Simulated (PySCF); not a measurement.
Molecule: B(H)2(Me)(py), C₆H₁₀BN, singlet. Atoms near the plane z = 1.5 Å, at the GFN2-xTB optimised geometry (x, y, z in Å): B1 (-2.5, 0.1, 0.0), H2 (-2.9, 1.2, 0.0), H3 (-2.9, -0.5, 1.0), C8 (1.8, 0.0, -0.2), C9 (1.1, -1.0, 0.4), C10 (-0.3, -0.9, 0.5), N11 (-1.0, 0.1, 0.0), H14 (2.9, -0.1, -0.3), H15 (1.6, -1.9, 0.9), H16 (-0.9, -1.7, 1.0).

Calculation: PBE0/def2-SVP run with PySCF 2.14.0. The values are rescaled to run from 0 to 1.

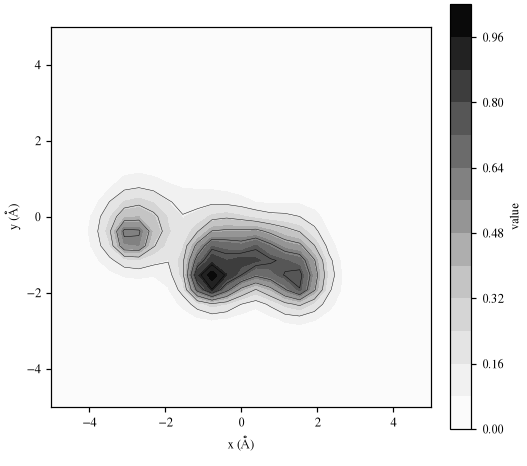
Fig. 1. a field on the plane z = 1.5 Å.

### Question
Which quantity is mapped?
(A) deformation density (molecule minus spherical neutral atoms)
(B) electrostatic potential
(C) Laplacian of the electron density
(D) electron localisation function

### Answer
C, Laplacian of the electron density. In full: Laplacian of the electron density (e/bohr⁵).
